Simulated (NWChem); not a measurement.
# C2H5N (N-methylmethanimine): levels of theory compared

We compute a comparison of 5 runs (HF/STO-3G, HF/3-21G, HF/def2-SVP, M06-2X/6-31G**, PBE/def2-SVP) of C2H5N (N-methylmethanimine). 

The calculation is run with NWChem 7.3.0.

## 1. The system as given

C2H5N has 8 atoms, charge 0, and is taken as a singlet. SMILES: `C=NC`. The coordinates come from a PBE0-D4/def2-TZVP relaxation.

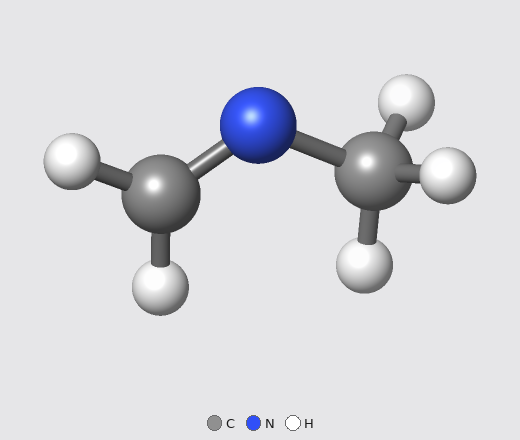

The structure, seen from a chosen angle (carbon grey, nitrogen blue, hydrogen white).

## 2. Energy and gradient at HF/STO-3G (run 1)

Contents of c2h5n.nw:

```
START c2h5n
memory 2200 mb
GEOMETRY units angstroms noautosym nocenter noautoz
   C     -0.710300     0.748600    -0.789300
   N      0.446000     0.313400    -0.558400
   C      0.623700    -0.564000     0.568100
   H     -1.585200     0.492200    -0.173900
   H     -0.872600     1.413800    -1.636900
   H     -0.302900    -0.759200     1.127700
   H      1.036200    -1.514100     0.218000
   H      1.365100    -0.130600     1.244700
END
BASIS spherical bse
   * library STO-3G
END
SCF
   thresh 1e-08
   maxiter 80
END
TASK scf gradient
```

Command:

```bash
$ nwchem c2h5n.nw > c2h5n.out
```

The program printed:

```text
[...]
  functions       =    20
[...]
  wavefunction    = RHF
[...]
         Total SCF energy =   -131.404788069467
      One-electron energy =   -321.228961758483
      Two-electron energy =    117.310914135323
 Nuclear repulsion energy =     72.513259553693
        Time for solution =      0.5s
[...]
                         RHF ENERGY GRADIENTS
    atom               coordinates                        gradient
                 x          y          z           x          y          z
   1 C      -1.342272   1.414649  -1.491561    0.025653  -0.004262  -0.002168
   2 N       0.842818   0.592240  -1.055223   -0.019611  -0.019103   0.031824
   3 C       1.178622  -1.065805   1.073553   -0.002697   0.028075  -0.036965
   4 H      -2.995594   0.930123  -0.328623   -0.003070  -0.004088   0.006462
   5 H      -1.648975   2.671695  -3.093292    0.001653   0.000891  -0.001765
   6 H      -0.572398  -1.434680   2.131044   -0.006593  -0.000458   0.002746
   7 H       1.958134  -2.861234   0.411960    0.002180  -0.001109  -0.000524
   8 H       2.579665  -0.246798   2.352142    0.002486   0.000054   0.000390
[...]
```

It took 1.1 s on 1 thread of Intel Xeon Platinum 8488C (Sapphire Rapids), shared host; peak memory 0.1 GiB.

## 3. Energy and forces at HF/3-21G (run 2)

Contents of mol.xyz:

```xyz
8

C     -0.710300     0.748600    -0.789300
N      0.446000     0.313400    -0.558400
C      0.623700    -0.564000     0.568100
H     -1.585200     0.492200    -0.173900
H     -0.872600     1.413800    -1.636900
H     -0.302900    -0.759200     1.127700
H      1.036200    -1.514100     0.218000
H      1.365100    -0.130600     1.244700
```

Contents of mol.nw:

```
start mol
memory 2200 mb

geometry noautosym nocenter noautoz
 load format xyz mol.xyz
end

basis spherical bse
 * library 3-21G
end

scf
 thresh 1e-08
 maxiter 80
end

task scf gradient
```

Command:

```bash
$ nwchem mol.nw > mol.out
```

The program printed:

```text
[...]
  functions       =    37
[...]
  wavefunction    = RHF
[...]
         Total SCF energy =   -132.310655336044
      One-electron energy =   -321.403471597680
      Two-electron energy =    116.579556707944
 Nuclear repulsion energy =     72.513259553693
        Time for solution =      0.7s
[...]
                         RHF ENERGY GRADIENTS
    atom               coordinates                        gradient
                 x          y          z           x          y          z
   1 C      -1.342272   1.414649  -1.491561    0.003089  -0.006319   0.007531
   2 N       0.842818   0.592240  -1.055223    0.014658  -0.010647   0.009914
   3 C       1.178622  -1.065805   1.073553   -0.011956   0.018451  -0.021148
   4 H      -2.995594   0.930123  -0.328623   -0.008646  -0.003854   0.007845
   5 H      -1.648975   2.671695  -3.093292    0.000585   0.006690  -0.009241
   6 H      -0.572398  -1.434680   2.131044   -0.006806  -0.001083   0.003673
   7 H       1.958134  -2.861234   0.411960    0.003585  -0.005520  -0.002209
   8 H       2.579665  -0.246798   2.352142    0.005491   0.002282   0.003635
[...]
```

Run time: 1.3 s. Hardware: 1 thread of Intel Xeon Platinum 8488C (Sapphire Rapids), shared host; peak memory 0.1 GiB.

Run 3 isn't shown in full; the table further down has it.

## 4. Energy and gradient at M06-2X/6-31G(d,p) (spherical functions) (run 4)

Contents of run.py:

```python
from ase import Atoms
from ase.calculators.nwchem import NWChem

molecule = Atoms(['C', 'N', 'C', 'H', 'H', 'H', 'H', 'H'], positions=[
    [-0.710300, 0.748600, -0.789300],
    [0.446000, 0.313400, -0.558400],
    [0.623700, -0.564000, 0.568100],
    [-1.585200, 0.492200, -0.173900],
    [-0.872600, 1.413800, -1.636900],
    [-0.302900, -0.759200, 1.127700],
    [1.036200, -1.514100, 0.218000],
    [1.365100, -0.130600, 1.244700],
])

calc = NWChem(
    label='mol',
    theory='dft',
    memory='2200 mb',
    basis='6-31G**',
    basispar='spherical bse',
    dft={'xc': 'm06-2x', 'mult': '1', 'grid': 'xfine', 'convergence': 'energy 1e-08', 'iterations': '100', 'mulliken': None, 'print': 'low'},
)
molecule.calc = calc

forces = molecule.get_forces()
print("Total energy (eV):", round(molecule.get_potential_energy(), 6))
print("forces (eV/A):")
for s, f in zip(molecule.symbols, forces):
    print(f"{s:2s} {f[0]:10.5f} {f[1]:10.5f} {f[2]:10.5f}")
```

Command:

```bash
$ export ASE_NWCHEM_COMMAND="nwchem PREFIX.nwi > PREFIX.nwo"
$ python run.py
```

The program printed:

```text
Total energy (eV): -3642.850866
forces (eV/A):
C    -0.34643    0.09523   -0.01949
N     0.39832    0.05343   -0.20013
C     0.01558   -0.15622    0.20656
H    -0.02751    0.00998   -0.00453
H    -0.01882    0.01635   -0.01476
H    -0.01430   -0.01702    0.02556
H    -0.00746   -0.02180   -0.01147
H     0.00067    0.02000    0.01820
```

The calculator wrote mol.nwi:

```
title "mol"

permanent_dir mol

scratch_dir mol

start mol

geometry units angstrom nocenter noautosym noautoz
  C  -7.1030000000000004e-01 7.4860000000000004e-01 -7.8930000000000000e-01
  N  4.4600000000000001e-01 3.1340000000000001e-01 -5.5840000000000001e-01
  C  6.2370000000000003e-01 -5.6399999999999995e-01 5.6810000000000005e-01
  H  -1.5851999999999999e+00 4.9220000000000003e-01 -1.7390000000000000e-01
  H  -8.7260000000000004e-01 1.4137999999999999e+00 -1.6369000000000000e+00
  H  -3.0290000000000000e-01 -7.5919999999999999e-01 1.1276999999999999e+00
  H  1.0362000000000000e+00 -1.5141000000000000e+00 2.1800000000000000e-01
  H  1.3651000000000000e+00 -1.3059999999999999e-01 1.2446999999999999e+00
end

memory 2200 mb

basis spherical bse noprint
   * library 6-31G**
end

dft
  xc m06-2x
  mult 1
  grid xfine
  convergence energy 1e-08
  iterations 100
  mulliken
  print low
end

task dft gradient
```

mol.nwo:

```text
Northwest Computational Chemistry Package (NWChem) 7.3.0
             --------------------------------------------------------

           Job information
           ---------------

    nwchem branch   = 7.3.0
    use scalapack   = T
    input           = mol.nwi
    prefix          = mol.
    data base       = mol/mol.db
    status          = startup
    nproc           =        1

           Memory information
           ------------------

    heap     =     72089598 doubles =      550.0 Mbytes
    stack    =     72089595 doubles =      550.0 Mbytes
    global   =    144179200 doubles =     1100.0 Mbytes (distinct from heap & stack)
    total    =    288358393 doubles =     2200.0 Mbytes
    verify   = yes
    hardfail = no

[... 37 lines left out ...]
            Nuclear Dipole moment (a.u.)
[... 75 lines left out ...]
   convergence    iter        energy       DeltaE   RMS-Dens  Diis-err    time
[... 11 lines left out ...]
         Total DFT energy =     -133.872301215502
      One electron energy =     -322.867869903115
           Coulomb energy =      136.014051478755
    Exchange-Corr. energy =      -19.531742344836
 Nuclear repulsion energy =       72.513259553693
[... 21 lines left out ...]
    Atom       Charge   Shell Charges
 -----------   ------   -------------------------------------------------------
    1 C    6     6.07   1.99  0.53  1.78  0.43  1.23  0.11
    2 N    7     7.13   1.99  0.70  2.23  0.56  1.56  0.09
    3 C    6     6.14   1.99  0.51  1.83  0.41  1.31  0.09
[... 4 lines of this table left out ...]
    8 H    1     0.92   0.50  0.37  0.04

                         DFT ENERGY GRADIENTS

    atom               coordinates                        gradient
                 x          y          z           x          y          z
   1 C      -1.342272   1.414649  -1.491561    0.006737  -0.001852   0.000379
   2 N       0.842818   0.592240  -1.055223   -0.007746  -0.001039   0.003892
   3 C       1.178622  -1.065805   1.073553   -0.000303   0.003038  -0.004017
[... 4 lines of this table left out ...]
   8 H       2.579665  -0.246798   2.352142   -0.000013  -0.000389  -0.000354

 Task  times  cpu:       28.6s     wall:       28.6s
 Total times  cpu:       28.6s     wall:       28.6s
```

Wall time 30 s (1 thread of Intel Xeon Platinum 8488C (Sapphire Rapids), shared host); peak memory 0.14 GiB.

## 5. Energy and forces at PBE/def2-SVP (run 5)

Contents of m1.nw:

```
start m1
title "C2H5N"
memory 2200 mb
charge 0
geometry units au noautosym nocenter noautoz
 C  -1.34227247  1.41464898 -1.49156083
 N   0.84281785  0.59224017 -1.05522307
 C   1.17862218 -1.06580553  1.07355341
 H  -2.99559385  0.93012320 -0.32862337
 H  -1.64897502  2.67169479 -3.09329269
 H  -0.57239804 -1.43468007  2.13104415
 H   1.95813421 -2.86123433  0.41196030
 H   2.57966513 -0.24679823  2.35214211
end
basis spherical bse
 C library def2-SVP
 N library def2-SVP
 H library def2-SVP
end
dft
 xc xpbe96 cpbe96
 mult 1
 grid xfine
 convergence energy 1e-08
 iterations 100
 mulliken
 noprint "final vectors analysis"
end
task dft gradient
```

Command:

```bash
$ nwchem m1.nw > m1.out
```

The program printed:

```text
[...]
          Wavefunction type:  closed shell.
          No. of atoms     :     8
          No. of electrons :    24
[...]
          Charge           :     0
          Spin multiplicity:     1
[...]
          AO basis - number of functions:    67
[...]
              XC Information
              --------------
          PerdewBurkeErnzerhof Exchange Functional  1.000
            Perdew 1991 LDA Correlation Functional  1.000 local
           PerdewBurkeErnz. Correlation Functional  1.000 non-local
[...]
 d= 0,ls=0.0,diis     1   -133.6196615243 -2.06D+02  1.59D-02  3.35D-01     2.2
[...]
 d= 0,ls=0.0,diis    11   -133.6604995082 -2.49D-09  2.35D-07  4.63D-10    21.6
         Total DFT energy =     -133.660499508237
      One electron energy =     -322.770311426010
           Coulomb energy =      135.984868042044
    Exchange-Corr. energy =      -19.388310463558
 Nuclear repulsion energy =       72.513254339287
[...]
      Total Density - Mulliken Population Analysis
     ---------------------------------------------
    Atom       Charge   Shell Charges
 -----------   ------   -------------------------------------------------------
    1 C    6     6.01   1.98  0.92  0.23  2.06  0.77  0.04
    2 N    7     7.19   1.99  1.05  0.56  2.36  1.22  0.03
    3 C    6     5.94   1.98  0.92  0.08  2.13  0.79  0.04
    4 H    1     0.99   0.74  0.22  0.02
    5 H    1     0.96   0.75  0.19  0.02
    6 H    1     1.00   0.75  0.23  0.02
    7 H    1     0.96   0.74  0.20  0.02
    8 H    1     0.96   0.74  0.20  0.02
[...]
  wavefunction    = closed shell
                         DFT ENERGY GRADIENTS
    atom               coordinates                        gradient
                 x          y          z           x          y          z
   1 C      -1.342272   1.414649  -1.491561    0.009045  -0.004398   0.003096
   2 N       0.842818   0.592240  -1.055223   -0.021457   0.005969  -0.001312
   3 C       1.178622  -1.065806   1.073553    0.001498  -0.005334   0.006623
   4 H      -2.995594   0.930123  -0.328623    0.011380   0.002419  -0.006780
   5 H      -1.648975   2.671695  -3.093293    0.003001  -0.008074   0.009941
   6 H      -0.572398  -1.434680   2.131044    0.009309   0.002977  -0.006941
   7 H       1.958134  -2.861234   0.411960   -0.004801   0.009943   0.002671
   8 H       2.579665  -0.246798   2.352142   -0.007975  -0.003503  -0.007298
[...]
```

It took 26 s on 1 thread of Intel Xeon Platinum 8488C (Sapphire Rapids), shared host; peak memory 0.14 GiB.

## 6. Overview of the runs

```tsv
run	level	iteration cap	module	energy (Eh)	dipole moment (D)	HOMO energy (eV)	LUMO energy (eV)	wall time
1	HF/STO-3G	80	scf	-131.404788	1.52	-9.15	8.25	1.1 s
2	HF/3-21G	80	scf	-132.310655	1.84	-10.72	4.84	1.3 s
3	HF/def2-SVP	80	scf	-132.963023	1.74	-11.05	4.40	5.7 s
4	M06-2X/6-31G** (spherical functions)	100	dft	-133.872301	–	–	–	30 s
5	PBE/def2-SVP	100	dft	-133.660500	1.28	–	–	26 s
```

## 7. Summary of results

| quantity | value |
| --- | --- |
| run 5: total energy | -133.66050 Eh |
| run 5: dipole moment | 1.28 D |
| run 5: largest force on an atom | 1.147 eV/Å |

In words: Over runs 1, 2, 3, 5 the dipole moment (its size) runs from 1.28 D (PBE/def2-SVP) to 1.84 D (HF/3-21G). The two ends differ in method and basis. Over runs 1, 2, 3 the HOMO–LUMO gap runs from 15.45 eV (HF/def2-SVP) to 17.40 eV (HF/STO-3G). Totals of different functionals can't be ranked against each other. In run 1 the basis is minimal, so the values are rough. All runs together took 64 s, the longest 30 s.
